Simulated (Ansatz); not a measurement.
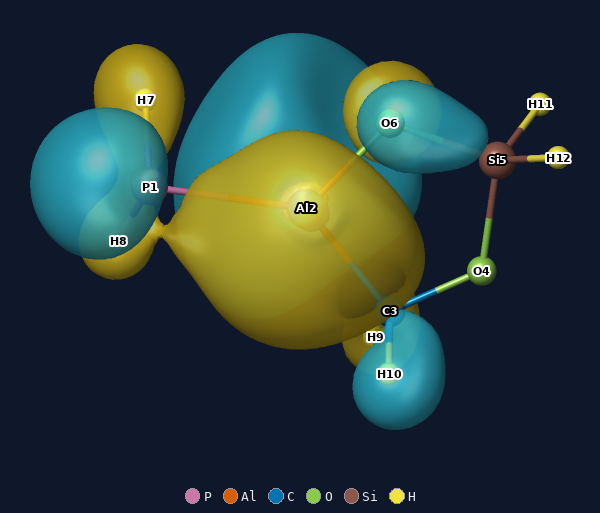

CH$_{6}$AlO$_{2}$PSi. The LUMO at ±0.06 Å⁻³ᐟ² (yellow and cyan are the two phases), seen at a tilt.

All numbers below come from Ansatz 0.2.0, RKS B3LYP/def2-SVP.

```xyz
12

P    -2.6267   -0.3991    1.7214
Al   -0.6880   -0.0675    0.4672
C     1.2907    0.0373    0.7681
O     1.8254    0.4081   -0.5160
Si    0.8060    0.6657   -1.8254
O    -0.7194    0.3646   -1.2130
H    -3.1760   -1.2884    0.7445
H    -2.0389   -1.4443    2.5032
H     1.7517   -0.9142    1.0950
H     1.5931    0.7888    1.5225
H     1.1375   -0.2762   -2.9288
H     0.9217    2.0700   -2.3045
```

Describe this orbital and give its energy.

By Hirshfeld shares it lies mainly on Al2 (about 65 %), P1 (about 15 %) and O6 (about 5 %). Its energy is −1.05 eV.
